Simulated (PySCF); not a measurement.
**Run report: Si₃N₂H₈F, EPR calculation**

System: Si₃N₂H₈F, multiplicity 2, SMILES F[Si](N[SiH3])N[SiH3].
Method: UKS BHandHLYP, IGLO-III on F N Si, pcH-1 on H, non-relativistic, mean-field spin-orbit, GIAO (PySCF 2.14.0).

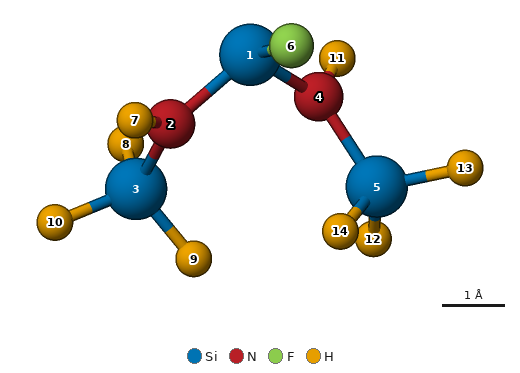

The structure as given in the input (ball-and-stick view, seen at a tilt; atoms are numbered from 1 in the order of the input). Bond lengths as drawn: F–Si 1.63 Å, H–N 1.02 Å, H–Si 1.49 to 1.50 Å and N–Si 1.73 to 1.76 Å.

Key numbers

```json
{"quantity": "outcome", "value": "converged"}
{"quantity": "total energy", "value": "−1082.773936 hartree"}
{"quantity": "⟨S²⟩", "value": "0.752"}
{"quantity": "isotropic g", "value": "2.0015"}
{"quantity": "hardware", "value": "1 CPU thread, shared host"}
{"quantity": "wall time", "value": "1.7 min"}
{"quantity": "peak memory", "value": "1.2 GiB"}
```

The input
```
{"job": {"kind": "epr", "xc": "BHandHLYP"}, "charge": 0, "multiplicity": 2}
Si     0.588980     0.837635     1.386197
N     -0.294818    -0.641130     1.506026
Si    -1.707264    -1.032929     0.547368
N      0.457431     1.364905    -0.257229
Si     1.117803     0.551609    -1.666475
F      2.134035     0.484370     1.787674
H     -0.081628    -1.259786     2.283852
H     -2.683292     0.097470     0.511312
H     -1.351124    -1.375220    -0.863352
H     -2.354236    -2.219139     1.183422
H      0.187714     2.336329    -0.387114
H      0.108444     0.504183    -2.768244
H      2.335728     1.242705    -2.191895
H      1.475928    -0.829893    -1.240314
```

The first line tells a small driver script what to run in PySCF; the rest is the geometry in Å.

Launch command:
```bash
OMP_NUM_THREADS=1 python <driver script> task.json out
```

What the program printed
```
UKS, coarse grid
  cycle   1  E = -1082.67223666  |g| = 5.11e-01
  cycle   2  E = -1082.66883541  |g| = 5.75e-01
  cycle   3  E = -1082.77291359  |g| = 4.22e-02
  cycle   4  E = -1082.77379441  |g| = 1.95e-02
  cycle   5  E = -1082.77395272  |g| = 8.48e-03
  cycle   6  E = -1082.77398951  |g| = 2.02e-03
  cycle   7  E = -1082.77399487  |g| = 5.10e-04
UKS, final grid
  cycle   1  E = -1082.77393579  |g| = 2.75e-04
  cycle   2  E = -1082.77393591  |g| = 1.65e-04
  cycle   3  E = -1082.77393594  |g| = 1.11e-04
  cycle   4  E = -1082.77393596  |g| = 4.48e-05
  cycle   5  E = -1082.77393596  |g| = 8.94e-06
E = -1082.77393596 Eh   <S^2> = 0.7523 (exact 0.7500)
g shifts (ppm)      1          2          3
  rmc          -194       -194       -194
  gc             95        110         40
  oz_so       -1427       -598        -64
  total       -1526       -681       -217
hyperfine (MHz)  atom isotope    a_iso     a_fc   dipolar eigenvalues
    0  29Si    -995.15    -996.20   -126.85     62.61     64.24
    1   14N      28.43      28.43     -5.59     -5.05     10.63
    2  29Si       2.37       2.36     -1.97      0.69      1.28
    3   14N      33.96      33.97     -3.21     -2.81      6.02
    4  29Si     -21.30     -21.34     -6.74      3.19      3.55
    5   19F     330.36     329.66   -113.96   -108.05    222.01
    6    1H      -9.68      -9.70     -8.24     -3.00     11.24
    7    1H      -0.27      -0.27     -1.68     -1.35      3.03
    8    1H       4.44       4.44     -1.15     -0.88      2.04
    9    1H       1.02       1.02     -1.06     -1.01      2.07
   10    1H       1.09       1.09     -7.77     -3.57     11.33
   11    1H       5.93       5.93     -1.00     -0.69      1.69
   12    1H       0.67       0.67     -1.06     -0.74      1.80
   13    1H      -0.86      -0.86     -1.36     -0.88      2.24
```

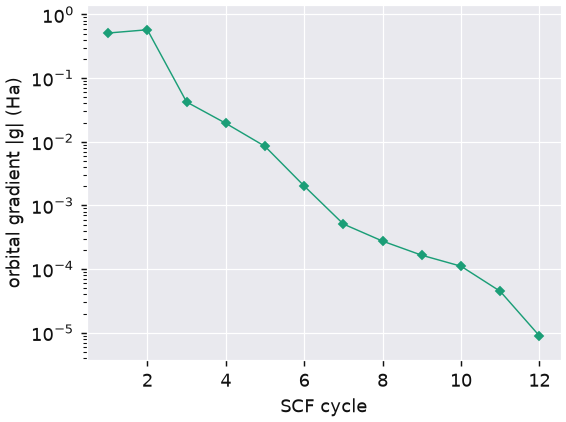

Convergence of the self-consistent field: orbital gradient |g| against the SCF cycle. All cycles printed in the log are drawn one after another.
